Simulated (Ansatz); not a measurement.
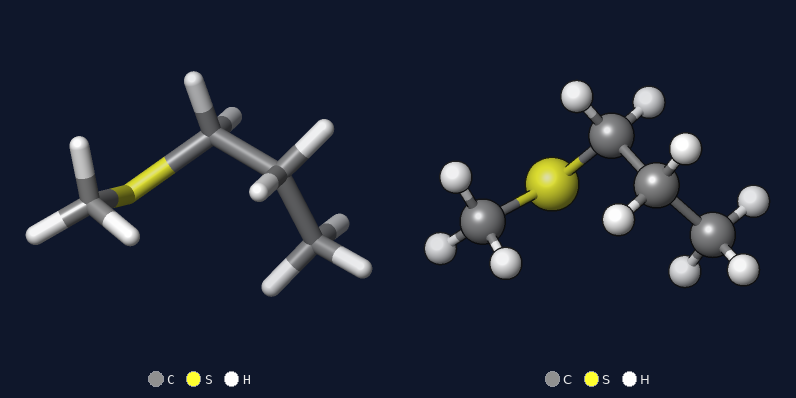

Two views of one molecule.

The geometry was computed by an optimisation with PBE0-D4/def2-TZVP.

> Give the formula.

C4H10S, 15 atoms: 4 carbon, 10 hydrogen and 1 sulfur.

> Name some functional groups or characteristic bonds that it holds.

Among them: thioether.

The parts below concern this one geometry. Atoms keep their numbers from picture to picture.

## Symmetry

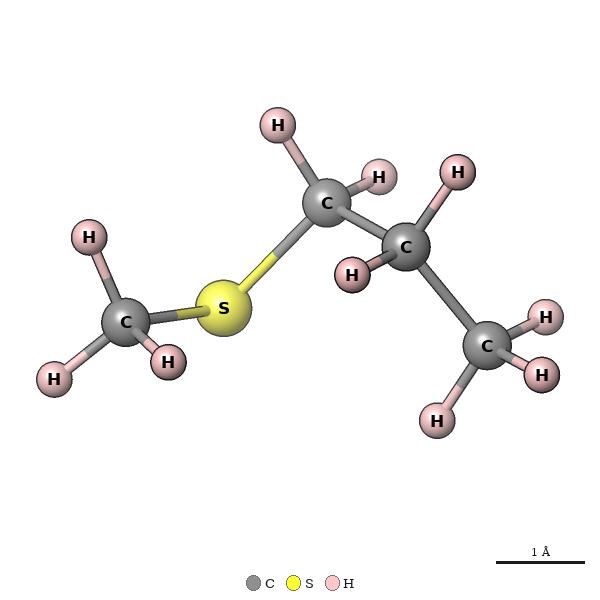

Atoms fade into the background with distance from the viewer. Masses are those of the most abundant isotopes; constants are for the rigid equilibrium geometry.

> Classify the rotor and give the rotational constants (cm⁻¹).

An asymmetric top (C1): A = 0.222, B = 0.0740, C = 0.0717 cm⁻¹. Ray's parameter κ is −0.97, close to the prolate limit.

## Vibrations

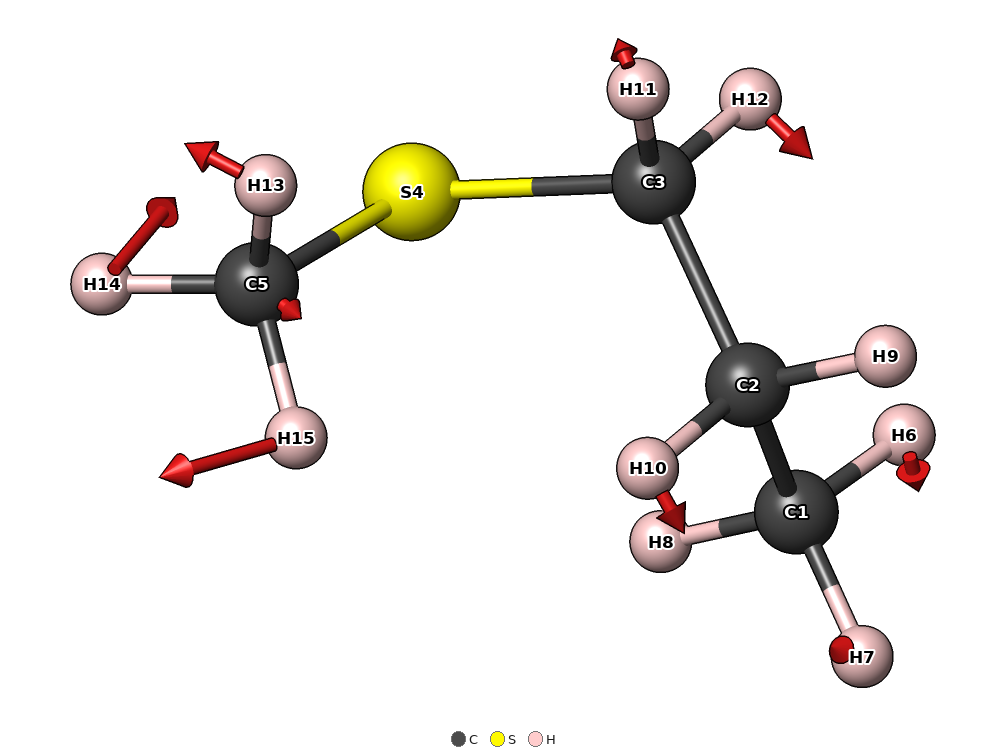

The arrows show one normal mode. Harmonic vibrations computed with RKS PBE0-D4/def2-TZVP (Ansatz 0.2.0) at a stationary point of the same level.

> What kind of motion is it?

Mostly H–C–S bending.

> At what wavenumber does it lie?

973 cm⁻¹; it is mode 14 of 39 counted from the lowest.

## Electronic properties

Properties computed with RKS r2SCAN-D4/def2-TZVPP (Ansatz 0.2.0).

> Give the dipole moment at this level.

1.65 D.

> Give the HOMO energy (Kohn–Sham orbital) at this level.

−5.22 eV.

> Estimate the LUMO energy (Kohn–Sham orbital).

0.54 eV.

> Estimate the dispersion correction.

−7.8 kJ/mol.

## Charges

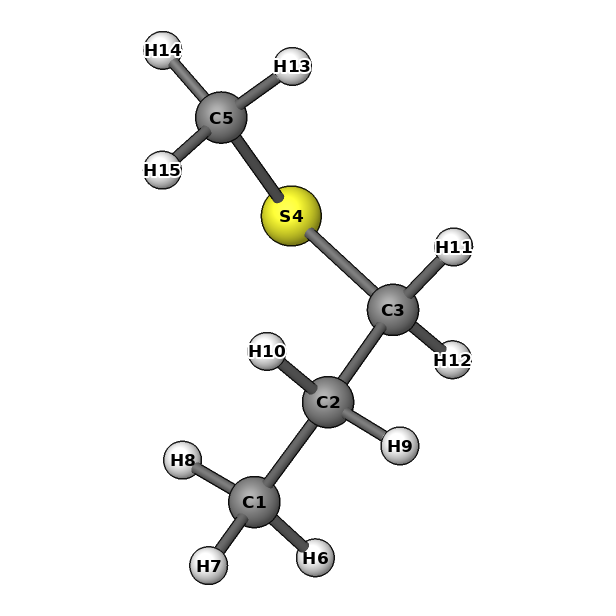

The questions are on Mulliken charges. Method: RKS ωB97M-V/def2-TZVPP (Ansatz 0.2.0).

Give the Mulliken charges atom by atom.

```
atom  value (e)
  C1      −0.29
  C2      −0.16
  C3      −0.24
  S4      −0.06
  C5      −0.37
  H6       0.09
  H7       0.10
  H8       0.10
  H9       0.09
 H10       0.08
 H11       0.13
 H12       0.12
 H13       0.13
 H14       0.13
 H15       0.13
```

Mulliken values depend strongly on the basis set and can even reverse the polarity of a bond.
